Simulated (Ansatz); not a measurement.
```xyz
8

B    -0.3502    1.8117    0.0645
O     0.0446    0.5370   -0.1039
Al    0.5183   -1.0812   -0.2912
O     1.0880   -1.9268    1.0678
F     0.4060   -1.7733   -1.8046
H    -1.5164    2.0451    0.3539
H     0.4647    2.7140   -0.0760
H     1.3763   -2.8514    1.0188
```

These are results of RKS PBE-D4/def2-SVP in Ansatz 0.2.0, not measurements.

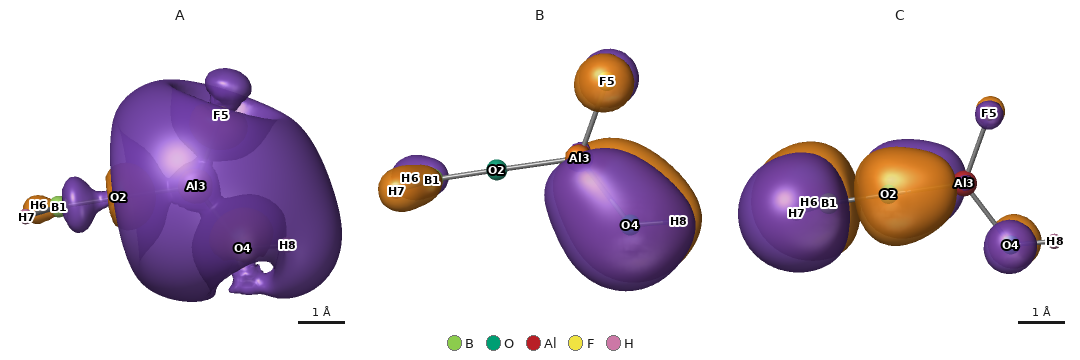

AlBFH$_{3}$O$_{2}$. Three frontier orbitals at ±0.06 Å⁻³ᐟ² (orange and purple are the two phases), in no order.

Order the three orbitals by energy and name them.

B is the HOMO−1 (−7.82 eV). Its weight (Hirshfeld) is mainly on O4 (about 80 %); largely a lone pair of O4. C is the HOMO (−6.49 eV). Its weight (Hirshfeld) is mainly on O2 (about 35 %), B1 (about 25 %), H7 (about 20 %) and H6 (about 20 %). A is the LUMO (−1.74 eV). By Hirshfeld shares it lies mainly on Al3 (about 60 %), O4 (about 10 %), F5 (about 10 %), O2 (about 5 %) and H8 (about 5 %).

What is the HOMO–LUMO gap?

4.75 eV between the orbital energies.
